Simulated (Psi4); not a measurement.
# B2H6 at 3 levels

We compute a comparison of 3 runs (HF/pcseg-2, r2SCAN/STO-3G, EOM-CCSD/cc-pCVDZ) of B2H6. 

The calculation is run with Psi4 1.11.

1 further run of the same task is left out (set aside as unsound or not needed).

**1. The system as given**

B2H6: 8 atoms, total charge 0, spin state singlet. The coordinates come from a GFN2-xTB relaxation.

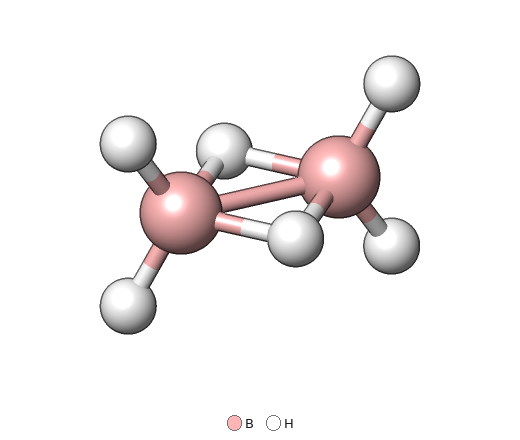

The structure, seen from a chosen angle (boron pink, hydrogen white).

**2. A single-point energy at HF/pcseg-2 (run 1)**

The input, b2h6.json:

```json
{
 "schema_name": "qcschema_input",
 "schema_version": 1,
 "molecule": {
  "schema_name": "qcschema_molecule",
  "schema_version": 2,
  "symbols": ["B", "H", "H", "H", "B", "H", "H", "H"],
  "geometry": [0.96816339, -1.23187467, 0.68330607, 2.54791773, -2.2383428, -0.50616314, 0.68357063, -1.87931373, 2.78594764, 1.18990385, 1.23034399, 0.53978137, -0.968787, 1.23219592, -0.68298482, -2.54721854, 2.23977899, 0.50621983, -0.68124627, 1.87889799, -2.78500277, -1.1923038, -1.23168569, -0.54110418],
  "molecular_charge": 0,
  "molecular_multiplicity": 1,
  "fix_symmetry": "c1",
  "fix_com": true,
  "fix_orientation": true
 },
 "driver": "energy",
 "model": {
  "method": "hf",
  "basis": "pcseg-2"
 },
 "keywords": {
  "puream": true,
  "e_convergence": 1e-09,
  "d_convergence": 1e-08,
  "scf_type": "pk"
 }
}
```

Launch:

```
$ psi4 --qcschema b2h6.json -n 1 --memory 1600MB
```

stdout:

```text
[...]
  Running in c1 symmetry.
[...]
  Nuclear repulsion =   31.952011155935867
[...]
  Multiplicity = 1
[...]
  Nalpha       = 8
  Nbeta        = 8
[...]
    Number of basis functions: 144
[...]
   @RHF iter   1:   -52.78144088907226   -5.72988e-01   1.63521e-03 ADIIS/DIIS
[...]
   @RHF iter   8:   -52.83192313017562   -3.24007e-11   5.04725e-09 DIIS
[...]
    Orbital Energies [Eh]
    ---------------------
    Doubly Occupied:
       1A     -7.613040     2A     -7.612517     3A     -0.883677
       4A     -0.647805     5A     -0.551273     6A     -0.534864
       7A     -0.532233     8A     -0.473340
[...]
  @RHF Final Energy:   -52.83192313017562
   => Energetics <=
    Nuclear Repulsion Energy =             31.9520111559358675
    One-Electron Energy =                -131.8703733636958759
    Two-Electron Energy =                  47.0864390775843873
    Total Energy =                        -52.8319231301756247
[...]
 Multipole Moments:
 ------------------------------------------------------------------------------------
     Multipole            Electronic (a.u.)      Nuclear  (a.u.)        Total (a.u.)
 ------------------------------------------------------------------------------------
 L = 1.  Multiply by 2.5417464519 to convert [e a0] to [Debye]
 Dipole X            :          0.0023140           -0.0024945           -0.0001804
 Dipole Y            :         -0.0011316            0.0012850            0.0001534
 Dipole Z            :         -0.0011192            0.0012850            0.0001658
 Magnitude           :                                                    0.0002891
[...]
```

The result, in JSON:

```text
{
 "driver": "energy",
 "model": {
  "method": "hf",
  "basis": "pcseg-2"
 },
 "success": true,
 "return_result": -52.831923130175625,
 "properties": {
  "calcinfo_nbasis": 144,
  "calcinfo_nmo": 144,
  "calcinfo_nalpha": 8,
  "calcinfo_nbeta": 8,
  "calcinfo_natom": 8,
  "nuclear_repulsion_energy": 31.952011155935867,
  "return_energy": -52.831923130175625,
  "scf_one_electron_energy": -131.87037336369588,
  "scf_two_electron_energy": 47.08643907758439,
  "scf_dipole_moment": [-0.00018042436344826301, 0.0001533856784497233, 0.0001658436389229995],
  "scf_total_energy": -52.831923130175625,
  "scf_iterations": 8
 }
}
```

It took 4.8 s on 1 thread of AMD EPYC 9R45 (Zen 5), shared host; peak memory 1 GiB.

**3. The energy at r2SCAN/STO-3G (run 2)**

The input, job.json:

```json
{
  "schema_name": "qcschema_input",
  "schema_version": 1,
  "molecule": {
    "schema_name": "qcschema_molecule",
    "schema_version": 2,
    "symbols": ["B", "H", "H", "H", "B", "H", "H", "H"],
    "geometry": [0.96816339, -1.23187467, 0.68330607, 2.54791773, -2.2383428, -0.50616314, 0.68357063, -1.87931373, 2.78594764, 1.18990385, 1.23034399, 0.53978137, -0.968787, 1.23219592, -0.68298482, -2.54721854, 2.23977899, 0.50621983, -0.68124627, 1.87889799, -2.78500277, -1.1923038, -1.23168569, -0.54110418],
    "molecular_charge": 0,
    "molecular_multiplicity": 1,
    "fix_symmetry": "c1",
    "fix_com": true,
    "fix_orientation": true
  },
  "driver": "energy",
  "model": {
    "method": "r2scan",
    "basis": "STO-3G"
  },
  "keywords": {
    "puream": true,
    "e_convergence": 1e-09,
    "d_convergence": 1e-08,
    "scf_type": "pk",
    "dft_radial_points": 99,
    "dft_spherical_points": 590,
    "scf_properties": ["WIBERG_LOWDIN_INDICES", "DIPOLE", "LOWDIN_CHARGES"]
  }
}
```

Launch:

```
$ psi4 --qcschema job.json -n 1 --memory 1600MB
```

stdout:

```text
[...]
  Running in c1 symmetry.
[...]
  Nuclear repulsion =   31.952011155935867
[...]
  Multiplicity = 1
[...]
  Nalpha       = 8
  Nbeta        = 8
[...]
    Number of basis functions: 16
[...]
   @RKS iter   1:   -52.56391074186072   -1.40621e+00   1.01398e-02 ADIIS/DIIS
[...]
   @RKS iter   7:   -52.58381916322159   -2.88907e-11   8.19357e-09 DIIS
[...]
    Orbital Energies [Eh]
    ---------------------
    Doubly Occupied:
       1A     -6.478225     2A     -6.478090     3A     -0.616802
       4A     -0.404291     5A     -0.377833     6A     -0.325282
       7A     -0.324430     8A     -0.266967
[...]
  @RKS Final Energy:   -52.58381916322159
   => Energetics <=
    Nuclear Repulsion Energy =             31.9520111559358675
    One-Electron Energy =                -131.6871728556583889
    Two-Electron Energy =                  57.5274938848913280
    DFT Exchange-Correlation Energy =     -10.3761513483903975
    Empirical Dispersion Energy =           0.0000000000000000
    VV10 Nonlocal Energy =                  0.0000000000000000
    Total Energy =                        -52.5838191632215910
[...]
 Multipole Moments:
 ------------------------------------------------------------------------------------
     Multipole            Electronic (a.u.)      Nuclear  (a.u.)        Total (a.u.)
 ------------------------------------------------------------------------------------
 L = 1.  Multiply by 2.5417464519 to convert [e a0] to [Debye]
 Dipole X            :          0.0021829           -0.0024945           -0.0003116
 Dipole Y            :         -0.0016037            0.0012850           -0.0003187
 Dipole Z            :         -0.0012518            0.0012850            0.0000332
 Magnitude           :                                                    0.0004469
[...]
```

The result, in JSON:

```text
{
 "driver": "energy",
 "model": {
  "method": "r2scan",
  "basis": "STO-3G"
 },
 "success": true,
 "return_result": -52.58381916322159,
 "properties": {
  "calcinfo_nbasis": 16,
  "calcinfo_nmo": 16,
  "calcinfo_nalpha": 8,
  "calcinfo_nbeta": 8,
  "calcinfo_natom": 8,
  "nuclear_repulsion_energy": 31.952011155935867,
  "return_energy": -52.58381916322159,
  "scf_one_electron_energy": -131.6871728556584,
  "scf_two_electron_energy": 57.52749388489133,
  "scf_xc_energy": -10.376151348390398,
  "scf_dipole_moment": [-0.0003115553332124939, -0.00031873511705704256, 3.3227311175590326e-05],
  "scf_total_energy": -52.58381916322159,
  "scf_iterations": 7
 }
}
```

Wall time 6 s (1 thread of AMD EPYC 9R45 (Zen 5), shared host); peak memory 0.77 GiB.

**4. The vertical excitations at EOM-CCSD/cc-pCVDZ (run 3)**

The input, calc.inp:

```
memory 1600 MB

molecule system {
  0 1
  B      0.512330    -0.651880     0.361590
  H      1.348300    -1.184480    -0.267850
  H      0.361730    -0.994490     1.474260
  H      0.629670     0.651070     0.285640
  B     -0.512660     0.652050    -0.361420
  H     -1.347930     1.185240     0.267880
  H     -0.360500     0.994270    -1.473760
  H     -0.630940    -0.651780    -0.286340
  symmetry c1
  no_reorient
  no_com
}

set {
  basis           cc-pCVDZ
  reference       rhf
  scf_type        pk
  roots_per_irrep [1]
}

energy("eom-ccsd")
```

Launch:

```
$ psi4 calc.inp calc.out -n 1
```

calc.out:

```text
[...]
  Running in c1 symmetry.
[...]
  Nuclear repulsion =   31.952011159395475
[...]
  Multiplicity = 1
[...]
  Nalpha       = 8
  Nbeta        = 8
[...]
    Number of basis functions: 66
[...]
   @RHF iter   1:   -52.78098962098005   -5.40639e-01   2.74132e-03 DIIS/ADIIS
[...]
   @RHF iter   9:   -52.81449093845703   -1.05160e-12   3.03734e-09 DIIS
[...]
    Orbital Energies [Eh]
    ---------------------
    Doubly Occupied:
       1A     -7.627013     2A     -7.626524     3A     -0.884403
       4A     -0.647594     5A     -0.549197     6A     -0.532951
       7A     -0.530292     8A     -0.470938
[...]
  @RHF Final Energy:   -52.81449093845703
   => Energetics <=
    Nuclear Repulsion Energy =             31.9520111593954752
    One-Electron Energy =                -131.7951795619751465
    Two-Electron Energy =                  47.0286774641226302
    Total Energy =                        -52.8144909384570340
[...]
 Multipole Moments:
 ------------------------------------------------------------------------------------
     Multipole            Electronic (a.u.)      Nuclear  (a.u.)        Total (a.u.)
 ------------------------------------------------------------------------------------
 L = 1.  Multiply by 2.5417464519 to convert [e a0] to [Debye]
 Dipole X            :          0.0023670           -0.0024944           -0.0001275
 Dipole Y            :         -0.0010952            0.0012850            0.0001898
 Dipole Z            :         -0.0011135            0.0012850            0.0001715
 Magnitude           :                                                    0.0002858
[...]
      * MP2 total energy                      =  -53.098632984063428
[...]
      * CCSD total energy                     =  -53.145903762437349
[...]
                     Excitation Energy              Total Energy
[...]
```

It took 7.2 s on 1 thread of AMD EPYC 9R45 (Zen 5), shared host; peak memory 0.38 GiB.

**5. All runs side by side**

| run | level | integration grid | properties | energy (Eh) | dipole moment (D) | HOMO energy (eV) | LUMO energy (eV) | wall time |
| --- | --- | --- | --- | --- | --- | --- | --- | --- |
| 1 | HF/pcseg-2 | – | – | -52.831923 | 0.00 | -12.88 | 2.36 | 4.8 s |
| 2 | r2SCAN/STO-3G | 99 radial × 590 angular | (wiberg, dipole, lowdin) | -52.583819 | 0.00 | -7.26 | 0.60 | 6 s |
| 3 | EOM-CCSD/cc-pCVDZ | – | – | -53.145904 | – | -12.81 | 2.82 | 7.2 s |

**6. Summary of results**

| quantity | value |
| --- | --- |
| run 3: ground-state or mean-field energy | -53.14590 Eh |
| run 3: HOMO energy (Hartree–Fock orbitals) | -12.81 eV |
| run 3: LUMO energy (Hartree–Fock orbitals) | 2.82 eV |
| run 3: HOMO–LUMO gap (Hartree–Fock orbitals) | 15.63 eV |
| run 3: T1 diagnostic | 0.008 |
| run 3: lowest excitation energy | 7.21 eV |

**Reading.** In run 2 the basis is minimal, so the values are rough. All runs together took 18 s, the longest 7.2 s.
